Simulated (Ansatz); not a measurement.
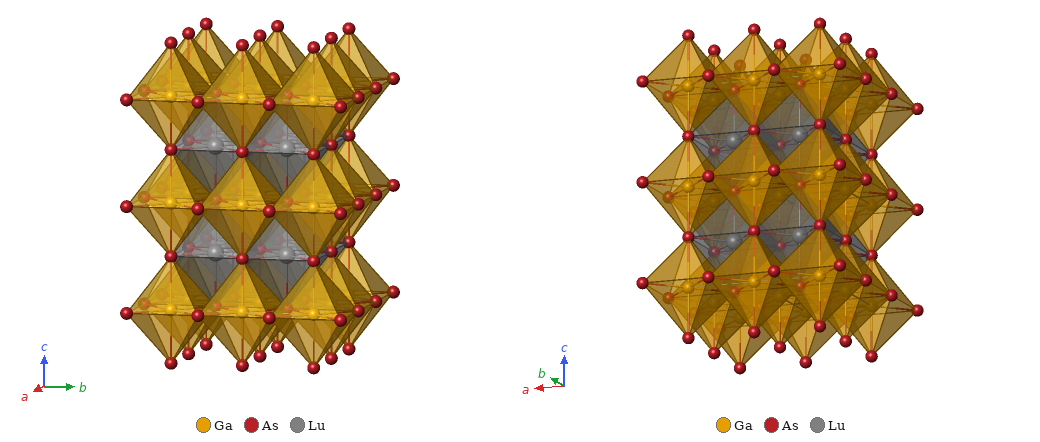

Polyhedra are drawn about Ga and Lu (bonds: As–Ga below 3.2 Å and As–Lu below 3.2 Å); other atoms are plain spheres. Two views of the same piece.

LuGaAs2 (space group P4/mmm, No. 123): the input geometry of an electronic-structure calculation (not necessarily at equilibrium); the starting structure was generated, so it need not be a known form of this composition.

> What figure surrounds each Ga or Lu atom, and what does it share with the other drawn polyhedra?

Ga: GaAs6 octahedron, sharing corners with six neighbours and edges with twelve neighbours; Lu: LuAs6 octahedron, sharing edges with twelve neighbours and corners with six neighbours.

> How do these polyhedra hang together as a whole?

They form a three-dimensional framework of corner- and edge-sharing octahedra.

> How far apart are the centres of linked polyhedra?

Centre to centre across a shared corner: 5.51 to 5.71 Å; across a shared edge: 3.90 to 3.97 Å.
